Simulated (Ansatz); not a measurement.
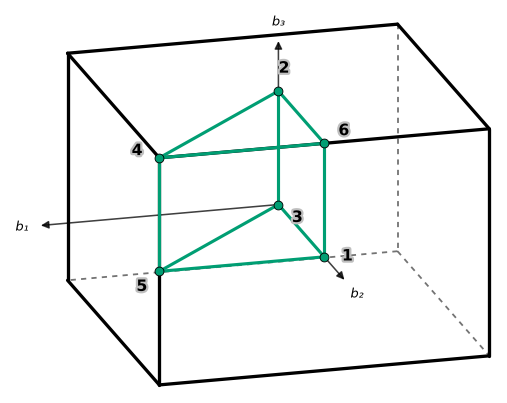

The first Brillouin zone of a primitive tetragonal lattice (tP; extended symbol tP1) is drawn with its special points numbered. Crystal: TiAl, a calculation's input that goes back to an entry of the Crystallography Open Database (an earlier step may have relaxed or displaced it). The drawing is computed from the coordinates (standard cell, symmetry found to 0.002 Å).

a = 2.837 Å, b = 2.837 Å, c = 4.059 Å, α = 90.00°, β = 90.00°, γ = 90.00°.

Labels and path follow the convention of Hinuma et al. (2017), as computed by seekpath; the arrows show the directions of the reciprocal primitive vectors b₁, b₂, b₃, in which coordinates are given.

Q: Which special point is each number?

A:
```
no.  label      coordinates
  1      X      (0, 1/2, 0)
  2      Z      (0, 0, 1/2)
  3      Γ        (0, 0, 0)
  4      A  (1/2, 1/2, 1/2)
  5      M    (1/2, 1/2, 0)
  6      R    (0, 1/2, 1/2)
```
